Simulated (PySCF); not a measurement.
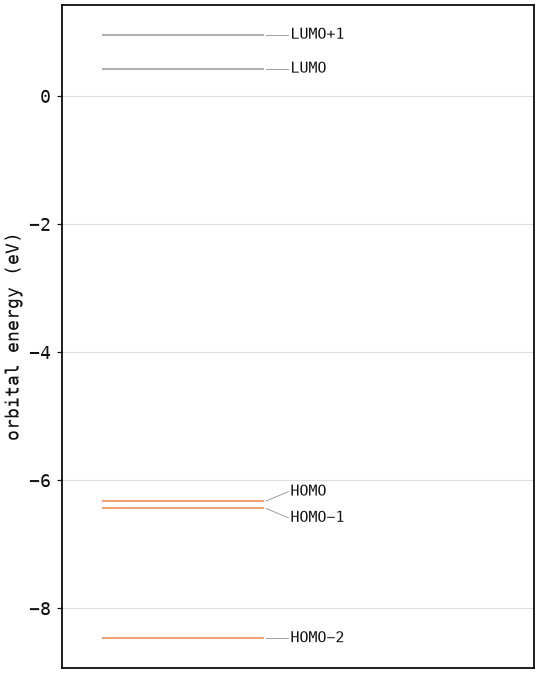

Kohn-Sham orbital energies near the frontier, PBE0/def2-SVPD with PySCF, at a PBE0-D3(BJ)/def2-SVP geometry (no frequency check), isolated molecule; empty levels in grey, levels within 0.03 eV side by side.

Which molecule has this level scheme?
A. C₃H₅BF₂S, SMILES C=C(SC)B(F)F
B. H₂SO₃, SMILES O=[SH](=O)O
C. C₈H₂₂N₂Si, SMILES CC(C)N[Si](C)(C)NC(C)C

Answer. C. HOMO −6.33 eV, LUMO 0.42 eV, separation 6.75 eV.

Caveats: one conformer of a flexible molecule; empty levels above zero depend strongly on the basis.
